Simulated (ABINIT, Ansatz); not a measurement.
## PbS (Galena): changed settings of a GW run in ABINIT

What do changed inputs do to GW on PbS (Galena)?

Program: ABINIT 10.8.3. Level of theory: PBE and many-body steps on it, plane waves. Results are calculated unless marked as measured.

The database entry behind the starting cell differs from later determinations by our own check (about 0.1 % short), so it need not match the best structure at ambient conditions.

**1. Set-up**

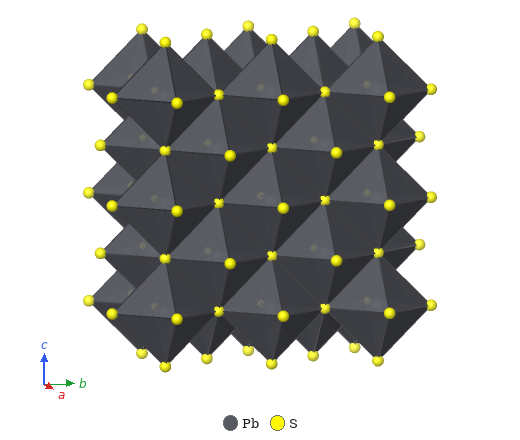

The cell as given, slightly off an axis (lead dark grey, sulfur yellow). 1×2×2 cells are drawn. This picture shows the conventional cell, with its axes. Some periodic images of atoms are drawn too.

The cell and positions come from the Crystallography Open Database and are kept as given unless a step says otherwise. Spin-orbit coupling is left out unless a step names it.

**2. Screening, 6×6×6 mesh, 150 bands, screening to 176.9 eV**

This step: ABINIT 10.8.3; RPA screening on PBE, plane waves, norm-conserving pseudopotentials.

The RPA dielectric matrix is built and inverted for each q.

Input file run.abi:

```
acell 3*1.0 Angstrom
rprim 
  0.000000000000 2.965750000000 2.965750000000
  2.965750000000 -0.000000000000 2.965750000000
  2.965750000000 2.965750000000 0.000000000000
ntypat 2
znucl 82 16
natom 2
typat 1 2
xred 
  0.000000000000 0.000000000000 0.000000000000
  0.500000000000 0.500000000000 0.500000000000
pp_dirpath "pseudos"
pseudos "Pb.upf, S.upf"
ecut 32
ngkpt 6 6 6
nshiftk 1
shiftk 0 0 0
kptopt 1
chksymbreak 0
istwfk *1
occopt 1
irdwfk 1
optdriver 3
nband 150
ecuteps 6.5
inclvkb 2
awtr 1
symchi 1
indata_prefix "in"
outdata_prefix "out"
tmpdata_prefix "tmp"
```

Started as:

```sh
$ OMP_NUM_THREADS=1 mpirun -n 8 abinit run.abi > log
```

Log:

```text
.Version 10.8.3 of ABINIT. v10.8.2 released Aug 2026.

 Symmetries : space group Fm -3 m (#225); Bravais cF (face-center cubic)
[... echo of the input left out ...]
== DATASET  1 ==================================================================
-   mpi_nproc: 8, omp_nthreads: 1 (-1 if OMP is not activated)

--- !DatasetInfo
iteration_state: {dtset: 1, }
dimensions: {natom: 2, nkpt: 16, mband: 150, nsppol: 1, nspinor: 1, nspden: 1, mpw: 3071, }
cutoff_energies: {ecut:  32.0, pawecutdg:  -1.0, }
electrons: {nelect:   2.80000000E+01, charge:   0.00000000E+00, occopt:   1.00000000E+00, tsmear:   1.00000000E-02, }

 SCREENING: Calculation of the susceptibility and dielectric matrices

 Based on a program developped by R.W. Godby, V. Olevano, G. Onida, and L. Reining.
 Incorporated in ABINIT by V. Olevano, G.-M. Rignanese, and M. Torrent.
.Using double precision arithmetic ; gwpc =  8

[... cell and pseudopotentials left out ...]
--------------------------------------------------------------------------------

 ==== K-mesh for the wavefunctions ====
 Number of points in the irreducible wedge :    16
[... list of points left out ...]
 Together with 48 symmetry operations and time-reversal symmetry
 yields   216 points in the full Brillouin Zone.

 ==== Q-mesh for the screening function ====
 Number of points in the irreducible wedge :    16
[... list of points left out ...]
 Together with 48 symmetry operations and time-reversal symmetry
 yields   216 points in the full Brillouin Zone.

 setmesh: FFT mesh size selected  =    30x   30x   30
          total number of points  =        27000

 vcoul_init : cutoff-mode = AUXILIARY_FUNCTION
 q-points for optical limit:   1
     1)      0.000010    0.000020    0.000030

- screening: taking advantage of time-reversal symmetry
- Maximum band index for partially occupied states nbvw = 14
- Remaining bands to be divided among processors   nbcw = 136
- Number of bands treated by each node ~17

 Number of electrons calculated from density =   28.0000; Expected =   28.0000
 average of density, n =  0.079529
 r_s =    1.4425
 omega_plasma =   27.2032 [eV]

 calculating chi0 at frequencies [eV] :
  1    0.000000E+00    0.000000E+00
  2    0.000000E+00    2.720317E+01

--------------------------------------------------------------------------------
  q-point number  1        q = ( 0.000000, 0.000000, 0.000000) [r.l.u.]
--------------------------------------------------------------------------------
[... chi0 elements left out ...]
 For q-point:  0.000010 0.000020 0.000030
  dielectric constant =  31.0695
  dielectric constant without local fields =  33.1164

  Average fulfillment of the sum rule on Im[epsilon] for q-point    1 :     80.24  [%]
[... wings left out ...]
  q-point number  2        q = ( 0.166667, 0.000000, 0.000000) [r.l.u.]
--------------------------------------------------------------------------------
[... chi0 elements left out ...]
  Average fulfillment of the sum rule on Im[epsilon] for q-point    2 :     93.25  [%]

 [... 14 further q-points ...]
```

Run time: 3.7 min. Hardware: 8 MPI ranks of Arm Neoverse V1, shared host; peak memory 2.8 GiB; 30 min of CPU time.

This step gave:

| Quantity | Value |
| --- | --- |
| ε∞ with local fields, on this mesh, along the program's q direction | 31.07 |
| the same without local fields | 33.12 |
| plasma frequency | 27.20 eV |
| plane waves in the screening matrix | 283 |

Local fields lower ε∞ by 6 %.

**3. Base**

The self-energy is evaluated for the states that the input lists, and the levels follow from it, in one-shot runs by the linearised quasiparticle equation.

This step: G0W0 on PBE, plane waves, norm-conserving pseudopotentials.

Edit run.abi of step 2 so:

```diff
@@ -23,8 +23,17 @@
 irdwfk 1
-optdriver 3
+optdriver 4
 nband 150
+gwcalctyp 0
+ecutsigx 32
+symsigma 1
+nkptgw 2
+kptgw 
+  0.5000000000 0.0000000000 0.0000000000
+  0.0000000000 0.0000000000 0.0000000000
+bdgw 
+  12 17
+  12 17
 ecuteps 6.5
-inclvkb 2
-awtr 1
-symchi 1
+irdscr 1
+ppmodel 1
 indata_prefix "in"
```

Log:

```text
.Version 10.8.3 of ABINIT. v10.8.2 released Aug 2026.

 Symmetries : space group Fm -3 m (#225); Bravais cF (face-center cubic)
[... echo of the input left out ...]
== DATASET  1 ==================================================================
-   mpi_nproc: 8, omp_nthreads: 1 (-1 if OMP is not activated)

--- !DatasetInfo
iteration_state: {dtset: 1, }
dimensions: {natom: 2, nkpt: 16, mband: 150, nsppol: 1, nspinor: 1, nspden: 1, mpw: 3071, }
cutoff_energies: {ecut:  32.0, pawecutdg:  -1.0, }
electrons: {nelect:   2.80000000E+01, charge:   0.00000000E+00, occopt:   1.00000000E+00, tsmear:   1.00000000E-02, }

 SIGMA: Calculation of the GW corrections

 Based on a program developped by R.W. Godby, V. Olevano, G. Onida, and L. Reining.
 Incorporated in ABINIT by V. Olevano, G.-M. Rignanese, and M. Torrent.
.Using double precision arithmetic ; gwpc =  8

[... cell and pseudopotentials left out ...]
--------------------------------------------------------------------------------

 ==== K-mesh for the wavefunctions ====
 Number of points in the irreducible wedge :    16
[... list of points left out ...]
 Together with 48 symmetry operations and time-reversal symmetry
 yields   216 points in the full Brillouin Zone.

 ==== Q-mesh for screening function ====
 Number of points in the irreducible wedge :    16
[... list of points left out ...]
 Together with 48 symmetry operations and time-reversal symmetry
 yields   216 points in the full Brillouin Zone.

 vcoul_init : cutoff-mode = AUXILIARY_FUNCTION
 q-points for optical limit:   1
     1)      0.000010    0.000020    0.000030
 setmesh: FFT mesh size selected  =    45x   45x   45
          total number of points  =        91125

 Number of electrons calculated from density =   28.0000; Expected =   28.0000
 average of density, n =  0.079529
 r_s =    1.4425
 omega_plasma =   27.2032 [eV]

 === KS Band Gaps ===
  >>>> For spin  1
   Minimum direct gap =   0.3621 [eV], located at k-point      :   0.5000  0.0000  0.0000
   Fundamental gap    =   0.3621 [eV], Top of valence bands at :   0.5000  0.0000  0.0000
                                       Bottom of conduction at :   0.5000  0.0000  0.0000
 SIGMA fundamental parameters:
 PLASMON POLE MODEL  1
 number of plane-waves for SigmaX                 3071
 number of plane-waves for SigmaC and W            283
 number of plane-waves for wavefunctions          3071
 number of bands                                   150
 number of independent spin polarizations            1
 number of spinorial components                      1
 number of k-points in IBZ                          16
 number of q-points in IBZ                          16
 number of symmetry operations                      48
 number of k-points in BZ                          216
 number of q-points in BZ                          216
 number of frequencies for dSigma/dE                 9
 frequency step for dSigma/dE [eV]                0.25
 number of omega for Sigma on real axis              0
 max omega for Sigma on real axis  [eV]           0.00
 zcut for avoiding poles [eV]                     0.10

 EPSILON^-1 parameters (SCR file):
 dimension of the eps^-1 matrix on file            283
 dimension of the eps^-1 matrix used               283
 number of plane-waves for wavefunctions          3071
 number of bands                                   150
 number of q-points in IBZ                          16
 number of frequencies                               2
 number of real frequencies                          1
 number of imag frequencies                          1

 matrix elements of self-energy operator (all in [eV])

 Perturbative Calculation

--- !SelfEnergy_ee
iteration_state: {dtset: 1, }
kpoint     : [   0.500,    0.000,    0.000, ]
spin       : 1
KS_gap     :    0.362
QP_gap     :    0.648
Delta_QP_KS:    0.285
data: !SigmaeeData |
     Band     E0 <VxcDFT>   SigX SigC(E0)      Z dSigC/dE  Sig(E)    E-E0       E
       12   5.324 -13.031 -15.876   1.959   0.767  -0.303 -13.711  -0.680   4.644
       13   5.324 -13.031 -15.876   1.959   0.767  -0.303 -13.711  -0.680   4.644
       14   7.111 -13.946 -15.143   0.631   0.784  -0.275 -14.390  -0.443   6.668
       15   7.473  -9.983  -6.763  -3.416   0.808  -0.237 -10.141  -0.158   7.315
       16   9.069 -10.964  -7.342  -3.594   0.808  -0.238 -10.941   0.023   9.092
       17   9.069 -10.964  -7.342  -3.594   0.808  -0.238 -10.941   0.023   9.092

--- !SelfEnergy_ee
iteration_state: {dtset: 1, }
kpoint     : [   0.000,    0.000,    0.000, ]
spin       : 1
KS_gap     :    7.387
QP_gap     :    8.244
Delta_QP_KS:    0.858
data: !SigmaeeData |
     Band     E0 <VxcDFT>   SigX SigC(E0)      Z dSigC/dE  Sig(E)    E-E0       E
[...]
15  12.321 -12.027  -7.000  -4.803   0.785  -0.274 -11.851   0.176  12.497
       16  12.321 -12.027  -7.000  -4.803   0.785  -0.274 -11.851   0.176  12.497
       17  12.321 -12.027  -7.000  -4.803   0.785  -0.274 -11.851   0.176  12.497

== END DATASET(S) ==============================================================
================================================================================

 -outvars: echo values of variables after computation  --------
           etotal      0.0000000000E+00
            nband         150
             nkpt          16
          spgroup         225
 [... the other variables as echoed above ...]

 Calculation completed.
```

Run time: 26 s. Hardware: 8 MPI ranks; peak memory 2.7 GiB; 3.4 min of CPU time.

This step gave:

* G0W0 gap on the points computed: 0.6470 eV
* starting gap on the mesh: 0.3621 eV
* k of the valence top: 0.5, 0, 0
* k of the conduction bottom: 0.5, 0, 0
* Z at the valence top: 0.784
* Z at the conduction bottom: 0.808
* least direct G0W0 gap on the computed points: 0.6470 eV

The gap on the mesh goes from 0.36 eV to 0.65 eV, a correction of +0.28 eV.

**4. Fewer bands in the self-energy**

Edit run.abi of step 3 so:

```diff
@@ -24,3 +24,3 @@
 optdriver 4
-nband 150
+nband 24
 gwcalctyp 0
```

Log:

```text
.Version 10.8.3 of ABINIT. v10.8.2 released Aug 2026.

 Symmetries : space group Fm -3 m (#225); Bravais cF (face-center cubic)
[... echo of the input left out ...]
== DATASET  1 ==================================================================
-   mpi_nproc: 8, omp_nthreads: 1 (-1 if OMP is not activated)

--- !DatasetInfo
iteration_state: {dtset: 1, }
dimensions: {natom: 2, nkpt: 16, mband: 24, nsppol: 1, nspinor: 1, nspden: 1, mpw: 3071, }
cutoff_energies: {ecut:  32.0, pawecutdg:  -1.0, }
electrons: {nelect:   2.80000000E+01, charge:   0.00000000E+00, occopt:   1.00000000E+00, tsmear:   1.00000000E-02, }

 SIGMA: Calculation of the GW corrections

 Based on a program developped by R.W. Godby, V. Olevano, G. Onida, and L. Reining.
 Incorporated in ABINIT by V. Olevano, G.-M. Rignanese, and M. Torrent.
.Using double precision arithmetic ; gwpc =  8

[... cell and pseudopotentials left out ...]
--------------------------------------------------------------------------------

 ==== K-mesh for the wavefunctions ====
 Number of points in the irreducible wedge :    16
[... list of points left out ...]
 Together with 48 symmetry operations and time-reversal symmetry
 yields   216 points in the full Brillouin Zone.

 ==== Q-mesh for screening function ====
 Number of points in the irreducible wedge :    16
[... list of points left out ...]
 Together with 48 symmetry operations and time-reversal symmetry
 yields   216 points in the full Brillouin Zone.

 vcoul_init : cutoff-mode = AUXILIARY_FUNCTION
 q-points for optical limit:   1
     1)      0.000010    0.000020    0.000030
 setmesh: FFT mesh size selected  =    45x   45x   45
          total number of points  =        91125

 Number of electrons calculated from density =   28.0000; Expected =   28.0000
[...]
number of omega for Sigma on real axis              0
 max omega for Sigma on real axis  [eV]           0.00
 zcut for avoiding poles [eV]                     0.10

 EPSILON^-1 parameters (SCR file):
 dimension of the eps^-1 matrix on file            283
 dimension of the eps^-1 matrix used               283
 number of plane-waves for wavefunctions          3071
 number of bands                                   150
 number of q-points in IBZ                          16
 number of frequencies                               2
 number of real frequencies                          1
 number of imag frequencies                          1

 matrix elements of self-energy operator (all in [eV])

 Perturbative Calculation

--- !SelfEnergy_ee
iteration_state: {dtset: 1, }
kpoint     : [   0.500,    0.000,    0.000, ]
spin       : 1
KS_gap     :    0.362
QP_gap     :    0.281
Delta_QP_KS:   -0.081
data: !SigmaeeData |
     Band     E0 <VxcDFT>   SigX SigC(E0)      Z dSigC/dE  Sig(E)    E-E0       E
       12   5.324 -13.031 -15.876   3.382   0.780  -0.282 -12.612   0.419   5.743
       13   5.324 -13.031 -15.876   3.382   0.780  -0.282 -12.612   0.419   5.743
       14   7.111 -13.946 -15.143   2.234   0.800  -0.250 -13.116   0.830   7.941
[...]
--- !SelfEnergy_ee
iteration_state: {dtset: 1, }
kpoint     : [   0.000,    0.000,    0.000, ]
spin       : 1
KS_gap     :    7.387
QP_gap     :    8.573
Delta_QP_KS:    1.187
data: !SigmaeeData |
     Band     E0 <VxcDFT>   SigX SigC(E0)      Z dSigC/dE  Sig(E)    E-E0       E
[...]
16  12.321 -12.027  -7.000  -3.066   0.807  -0.239 -10.445   1.582  13.903
       17  12.321 -12.027  -7.000  -3.066   0.807  -0.239 -10.445   1.582  13.903

== END DATASET(S) ==============================================================
================================================================================

 -outvars: echo values of variables after computation  --------
           etotal      0.0000000000E+00
            nband          24
             nkpt          16
          spgroup         225
 [... the other variables as echoed above ...]

 Calculation completed.
```

It took 7.7 s on 8 MPI ranks; peak memory 2.4 GiB.

This step gave:

```yaml
g0w0_gap_on_the_points_computed: 0.2820 eV
starting_gap_on_the_mesh: 0.3621 eV
k_of_the_valence_top: 0.5, 0, 0
k_of_the_conduction_bottom: 0.5, 0, 0
z_at_the_valence_top: 0.8
z_at_the_conduction_bottom: 0.821
least_direct_g0w0_gap_on_the_computed_points: 0.2820 eV
```

**5. Contour deformation on a plasmon-pole file**

Edit run.abi of step 4 so:

```diff
@@ -24,4 +24,4 @@
 optdriver 4
-nband 24
-gwcalctyp 0
+nband 150
+gwcalctyp 2
 ecutsigx 32
@@ -37,3 +37,2 @@
 irdscr 1
-ppmodel 1
 indata_prefix "in"
```

Log:

```text
.Version 10.8.3 of ABINIT. v10.8.2 released Aug 2026.

 Symmetries : space group Fm -3 m (#225); Bravais cF (face-center cubic)
================================================================================
 Values of the parameters that define the memory need of the present run
     intxc =       0    ionmov =       0      iscf =       7    lmnmax =       7
     lnmax =       7     mgfft =      45  mpssoang =       4    mqgrid =    3001
     natom =       2  nloc_mem =       1    nspden =       1   nspinor =       1
    nsppol =       1      nsym =      48    n1xccc =    2501    ntypat =       2
    occopt =       1   xclevel =       2
-    mband =         150        mffmem =           1         mkmem =           2
       mpw =        3071          nfft =       91125          nkpt =          16
================================================================================
  Rough estimation (10% accuracy) of disk space for files :
================================================================================

--------------------------------------------------------------------------------
------------- Echo of variables that govern the present computation ------------
--------------------------------------------------------------------------------
 -outvars: echo values of preprocessed input variables --------
            acell      1.8897261259E+00  1.8897261259E+00  1.8897261259E+00 Bohr

             bdgw          12      17      12      17
      chksymbreak           0
             ecut      3.20000000E+01 Hartree
          ecuteps      6.50000000E+00 Hartree
         ecutsigx      3.20000000E+01 Hartree
          ecutwfn      3.20000000E+01 Hartree
-          fftalg         312
        gwcalctyp           2
           irdscr           1
[...]
setmesh: FFT mesh size selected  =    45x   45x   45
          total number of points  =        91125

 Number of electrons calculated from density =   28.0000; Expected =   28.0000
 average of density, n =  0.079529
 r_s =    1.4425
 omega_plasma =   27.2032 [eV]

 === KS Band Gaps ===
  >>>> For spin  1
   Minimum direct gap =   0.3621 [eV], located at k-point      :   0.5000  0.0000  0.0000
   Fundamental gap    =   0.3621 [eV], Top of valence bands at :   0.5000  0.0000  0.0000
                                       Bottom of conduction at :   0.5000  0.0000  0.0000
 SIGMA fundamental parameters:
 CONTOUR DEFORMATION
 number of plane-waves for SigmaX                 3071
 number of plane-waves for SigmaC and W            283
 number of plane-waves for wavefunctions          3071
 number of bands                                   150
 number of independent spin polarizations            1
 number of spinorial components                      1
 number of k-points in IBZ                          16
 number of q-points in IBZ                          16
 number of symmetry operations                      48
 number of k-points in BZ                          216
 number of q-points in BZ                          216
 number of frequencies for dSigma/dE                 9
 frequency step for dSigma/dE [eV]                0.25
 number of omega for Sigma on real axis              0
 max omega for Sigma on real axis  [eV]           0.00
 zcut for avoiding poles [eV]                     0.10

 EPSILON^-1 parameters (SCR file):
 dimension of the eps^-1 matrix on file            283
 dimension of the eps^-1 matrix used               283
 number of plane-waves for wavefunctions          3071
 number of bands                                   150
 number of q-points in IBZ                          16
 number of frequencies                               2
 number of real frequencies                          1
 number of imag frequencies                          1

 matrix elements of self-energy operator (all in [eV])

 Perturbative Calculation

--- !ERROR
message: |
    Fatal error

--- !ERROR
message: |
    Fatal error

--- from the log ---
Fatal error
```

It took 3.8 s on 8 MPI ranks; peak memory 1.9 GiB.

The run stopped with an error after 3.8 s.

The fault put into this input: contour deformation on a plasmon-pole file.

**6. Side by side**

Times are wall times on 8 MPI ranks of Arm Neoverse V1, shared host, good to a factor of about two. A run's time includes the screening step that it read.

```tsv
run	mesh	bands	screening cutoff (eV)	DFT gap (eV)	gap on the mesh (eV)	direct (eV)	ε∞ used	time
base	6×6×6	150	176.9	0.362	0.647	0.647	31.07	4.1 min
fewer bands in the self-energy	6×6×6	24	176.9	0.362	0.282	0.282	31.07	3.8 min
```

**7. Outcome**

- base: 0.647 eV
- fewer bands in the self-energy: 0.282 eV
- known limits: not at the basis limit; model gap, bands may invert with spin-orbit coupling; mesh may overstate the screening; no spin-orbit coupling

In words: Fewer bands in the self-energy: −0.365 eV against base (keys changed: nband). Bands and cutoff are finite, so the gap is not at the basis limit. The miss can reach some tenths of an eV and take either sign; the mesh is an error of its own. In the G0W0 runs levels were corrected at 2 k points alone, so a gap called «on the mesh» is the least over those, and an edge elsewhere would be missed. Where an edge is built on 6p states of lead, bismuth or thallium, scalar-relativistic gaps usually stand too wide, by a few tenths to over one eV. With atoms this heavy and so narrow a gap, spin-orbit coupling can invert the bands. These scalar-relativistic gaps are then model values, not to be set against experiment, and a spin-orbit change taken from DFT can't simply be added. For the PBE start: The RPA ε∞ on this mesh reaches over 25; with a narrow direct gap a coarse mesh can overstate it, and the correction is then too small.

[Paths, hosts, dates, memory and timing lines, banners, echoed tables and standing remarks are left out of the program output.]

[Logs are printed without paths, hosts, clocks, repeated set-up lines and the standing remarks that a program may print on its own settings, such as how far it seeks lower states.]

[Runs of the session that timed out or met a known fault of the program may be left out.]

[Hosts, paths, dates, database ids (printed as entryN), source tags and the programs' standing remarks are cut or masked in the printed files.]

[G0W0 gaps are taken among the corrected bands and points alone; a level outside them can change the order at an edge.]

[Where Ansatz stands beside ABINIT at settings called matched, ABINIT's density can come from a denser mesh and the files from another edition; pairs whose starting gaps differed by over 0.03 eV were left out, so agreement reads better than it is.]
